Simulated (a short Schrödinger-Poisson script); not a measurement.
System: gated Al0.33Ga0.67N/GaN polarisation-induced gas, at 20 K.

```csv
layer,material,thickness (nm),Na (cm⁻³)
1,Al0.33Ga0.67N,15,-
2,GaN,6000,6e15
```

The device is made up for the run: typed textbook-type constants, with dimensions and the other settings drawn at random. Al0.33Ga0.67N: permittivity 9.3, conduction-band edge (eV) 0.462, gap (eV) 4.09, electron mass (mₑ) 0.24, Nv at 300 K (cm⁻³) 4.6e19. GaN: permittivity 9.5, conduction-band edge (eV) 0, gap (eV) 3.43, Nv at 300 K (cm⁻³) 4.6e19.

Channel valleys (confinement mass, in-plane density-of-states mass, number): Γ 0.2, 0.2, 1. At the gate the conduction-band edge of layer 1 lies 1.27 eV − eVg above the Fermi level of the channel; the field vanishes at the back. Sheet of polarisation charge: +1.6e13 e/cm² at 15 nm from the gate. The barrier under the gate holds no holes. Gaps are held at their typed values at every temperature. Mesh 0.08 nm at interfaces.

From a short Schrödinger-Poisson script (our own, NumPy): 1D Poisson equation in equilibrium, electrons quantum, Hartree plus LDA exchange-correlation (BenDaniel-Duke, 40 states a valley, the channel's in-plane mass for all, wave functions free to enter the barrier), parabolic valleys, classical holes, full ionisation, no traps, pinning or gate leakage.

Only gate voltages with over 1e8 electrons/cm² are shown.

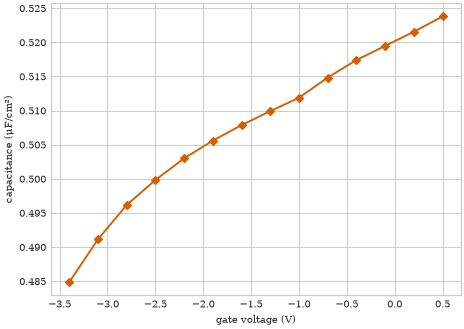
Figure: Quasi-static capacitance against gate voltage

| Vg (V) | electrons (cm⁻²) | in the channel layer | C (μF/cm²) | Γ E0 (meV) | Γ E1 (meV) |
|---|---|---|---|---|---|
| 0.5 | 1.32e13 | 1.20e13 | 0.524 | -149.9 | -8.3 |
| 0.2 | 1.22e13 | 1.12e13 | 0.522 | -140.4 | -6.0 |
| -0.1 | 1.13e13 | 1.04e13 | 0.519 | -130.8 | -3.8 |
| -0.4 | 1.03e13 | 9.62e12 | 0.517 | -121.1 | -1.4 |
| -0.7 | 9.32e12 | 8.78e12 | 0.515 | -111.1 | 1.9 |
| -1 | 8.36e12 | 7.93e12 | 0.512 | -100.1 | 8.1 |
| -1.3 | 7.41e12 | 7.07e12 | 0.510 | -88.7 | 14.8 |
| -1.6 | 6.46e12 | 6.20e12 | 0.508 | -77.3 | 21.2 |
| -1.9 | 5.51e12 | 5.32e12 | 0.506 | -65.9 | 27.2 |
| -2.2 | 4.56e12 | 4.43e12 | 0.503 | -54.6 | 32.8 |
| -2.5 | 3.62e12 | 3.54e12 | 0.500 | -43.4 | 37.9 |
| -2.8 | 2.69e12 | 2.64e12 | 0.496 | -32.2 | 42.4 |
| -3.1 | 1.77e12 | 1.74e12 | 0.491 | -21.1 | 45.9 |
| -3.4 | 8.53e11 | 8.46e11 | 0.485 | -10.2 | 47.8 |

Subbands count from the Fermi level.
